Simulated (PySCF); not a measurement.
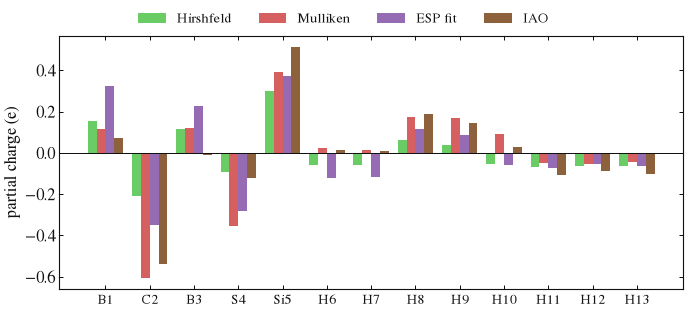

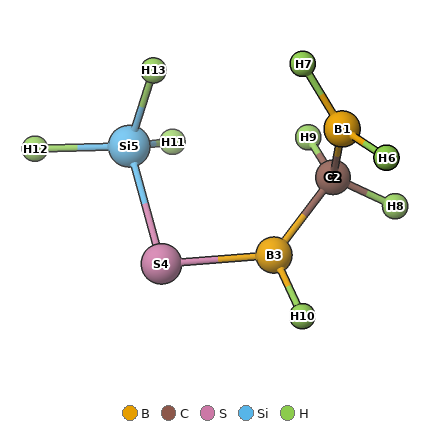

Atomic charges of CH₈B₂SSi, SMILES BCBS[SiH3] by 4 schemes, PBE0/pcSseg-1, PySCF 2.14.0, at a PBE0-D3(BJ)/def2-SVP geometry (no frequency check).

Q: Which atom is the most negative in each scheme?

A: Hirshfeld: C2 (−0.21 e); Mulliken: C2 (−0.60 e); ESP fit: C2 (−0.35 e); IAO: C2 (−0.54 e).

Q: On which atom do the schemes disagree most?

A: On C2: Hirshfeld −0.21, Mulliken −0.60, ESP fit −0.35, IAO −0.54 e.

Known limits of this run: one conformer of a flexible molecule.
